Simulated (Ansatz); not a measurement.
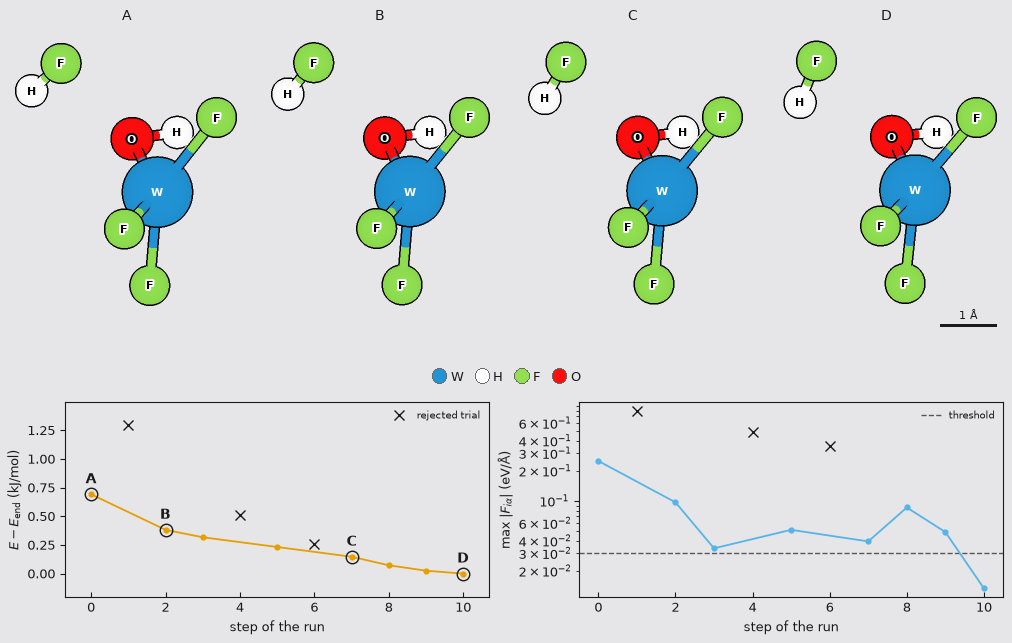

Frames of a relaxation of WH2OF4, marked on the history of the run. Style: ball-and-stick. Shown from a free direction.

The run prepares an end point of a later path (reaction) calculation, from a guessed geometry.

Method: RKS PBE/def2-SVP (Ansatz).

Input
```yaml
crystal:
  periodic: [false, false, false]
  atoms:
    - { symbol: W, position_ang: [-0.582355, -0.025453, -0.397737] }
    - { symbol: H, position_ang: [1.52587, 0.234544, 1.604061] }
    - { symbol: F, position_ang: [2.144721, -0.052841, 0.969184] }
    - { symbol: O, position_ang: [-0.325133, 1.75075, 0.132282] }
    - { symbol: H, position_ang: [-0.579115, 2.367155, -0.607625] }
    - { symbol: F, position_ang: [-2.399101, -0.037315, -0.012551] }
    - { symbol: F, position_ang: [-0.396401, -1.816503, 0.064703] }
    - { symbol: F, position_ang: [0.786714, -0.053237, -1.652718] }
basis:
  gaussian: { orbitals: def2-SVP }
hamiltonian:
  xc: pbe
relax:
  f_tol: 0.03
  max_steps: 50
output:
  orbitals: {}
```

Command:
```bash
ansatz run input.yaml --threads 2 --pin off --max-ram 3072MiB --backend cpu --events-out ev --progress --plain --runs-dir out
```

> What happens along the run?

After 7 accepted moves (10 points after the start) the energy has fallen by 0.69 kJ/mol. Largest force component: 0.25 eV/Å at the start, 0.013 eV/Å at the end. The line search rejected the trial steps at points 1, 4, 6 of the run. The atom that moves furthest after the best rigid fit is H2 (0.27 Å). Largest moves by element: H 0.27 Å, F 0.09 Å, W 0.04 Å, O 0.04 Å. Near-neighbour distances that change, for instance: W1–H2 2.919 → 2.627 Å, H2–F3 0.932 → 0.944 Å. From step 0 to 2: H2 moves most (0.08 Å), energy −0.31 kJ/mol. From step 2 to 7: H2 moves most (0.11 Å), energy −0.23 kJ/mol. From step 7 to 10: H2 moves most (0.09 Å), energy −0.15 kJ/mol.

| step | E − E(0), kJ/mol | largest force component, eV/Å | note |
| --- | --- | --- | --- |
| 0 | 0.00 | 0.2512 |  |
| 1 | 0.60 | 0.8000 | rejected |
| 2 | -0.31 | 0.0969 |  |
| 3 | -0.37 | 0.0336 |  |
| 4 | -0.18 | 0.4894 | rejected |
| 5 | -0.46 | 0.0514 |  |
| 6 | -0.44 | 0.3581 | rejected |
| 7 | -0.54 | 0.0394 |  |
| 8 | -0.62 | 0.0860 |  |
| 9 | -0.67 | 0.0488 |  |
| 10 | -0.69 | 0.0133 |  |

Limits of the set-up: the start holds two separate molecules, 2.8 Å apart at their closest, whose relative position is a soft coordinate and is computed without a dispersion correction.
